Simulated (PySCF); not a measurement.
Breaking a bond: K₂, singlet.

UKS-M06-2X = unrestricted M06-2X/def2-SVP in PySCF 2.14.0; RHF/def2-SVP (PySCF); UMP2 = MP2 on UHF/def2-SVP, 10 core orbitals frozen run with PySCF 2.14.0; RCCSD(T) = CCSD(T) on RHF/def2-SVP, 10 core orbitals frozen in PySCF 2.14.0.

Energies are in kcal/mol, each relative to the lowest point of its own curve near equilibrium.

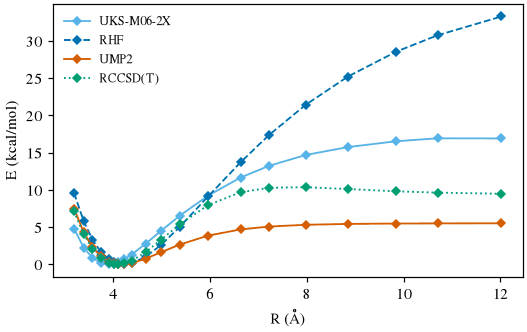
Fig. 1. Energy against bond length for each method.

| R / Å | UKS-M06-2X | RHF | UMP2 | RCCSD(T) |
|---|---|---|---|---|
| 3.19 | 4.8 | 9.6 | 7.5 | 7.1 |
| 3.39 | 2.3 | 5.8 | 4.3 | 4.0 |
| 3.57 | 0.9 | 3.3 | 2.3 | 2.1 |
| 3.74 | 0.2 | 1.7 | 1.1 | 0.9 |
| 3.91 | 0.0 | 0.7 | 0.4 | 0.2 |
| 4.01 | 0.1 | 0.3 | 0.1 | 0.0 |
| 4.10 | 0.3 | 0.1 | 0.0 | 0.0 |
| 4.23 | 0.7 | 0.0 | 0.0 | 0.1 |
| 4.38 | 1.3 | 0.1 | 0.2 | 0.5 |
| 4.67 | 2.8 | 1.0 | 0.8 | 1.7 |
| 4.99 | 4.5 | 2.6 | 1.6 | 3.3 |
| 5.37 | 6.5 | 5.0 | 2.6 | 5.4 |
| 5.96 | 9.2 | 9.1 | 3.9 | 8.0 |
| 6.63 | 11.7 | 13.7 | 4.7 | 9.7 |
| 7.22 | 13.2 | 17.4 | 5.1 | 10.3 |
| 7.98 | 14.7 | 21.4 | 5.3 | 10.4 |
| 8.85 | 15.7 | 25.2 | 5.4 | 10.1 |
| 9.85 | 16.5 | 28.6 | 5.5 | 9.8 |
| 10.70 | 16.9 | 30.7 | 5.5 | 9.6 |
| 12.02 | 16.9 | 33.3 | 5.5 | 9.5 |

At the longest distance, 12.02 Å, RHF lies highest above its minimum (33.3 kcal/mol) and UMP2 lowest (5.5 kcal/mol).

The unrestricted determinant behind UKS-M06-2X is spin-contaminated at 3.39 to 12.02 Å (<S²> up to 1.0, against 0.00 for a pure singlet). The restricted form behind RHF keeps the bonding electrons paired and can't separate into open-shell fragments. The unrestricted determinant behind UMP2 is spin-contaminated at 3.19 to 12.02 Å (<S²> up to 1.0, against 0.00 for a pure singlet). The T1 diagnostic of CCSD on the restricted reference of RCCSD(T) exceeds 0.045 at 8.85 to 12.02 Å.
